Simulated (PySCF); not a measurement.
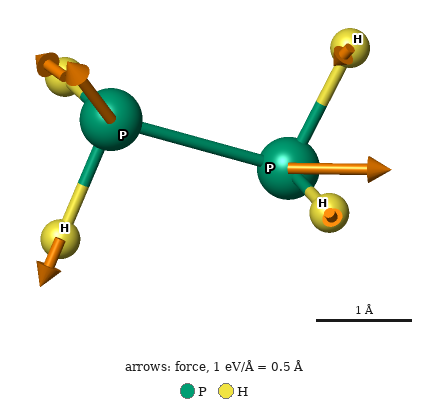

Starting geometry of P2H4 with the computed forces as orange arrows. A ball-and-stick model, seen at a tilt.

The start comes from GFN2-xTB. Its atoms were then displaced at random by about 0.03 Å.

Method: PBE0-D3(BJ)/def2-SVP geometry optimisation, gas phase in PySCF. 

What follows when this structure is relaxed?

It isn't relaxed: the largest force vector, on a P atom, is 2.19 eV/Å. The final displacements follow the starting forces only in part (cosine between the two patterns 0.66). After 4 geometry steps the energy has fallen by 21.9 kJ/mol. The atom that moves furthest after the best rigid fit is an H atom (0.13 Å). By element the largest moves are H 0.13 Å, P 0.10 Å. Among the contacts that change: P–P 2.120 → 2.246 Å, H–P 1.383 → 1.430 Å, H–P 1.462 → 1.430 Å. Among the angles between lasting bonds that change: H–P–H 86.7° → 92.1°, P–P–H 88.6° → 93.3°.
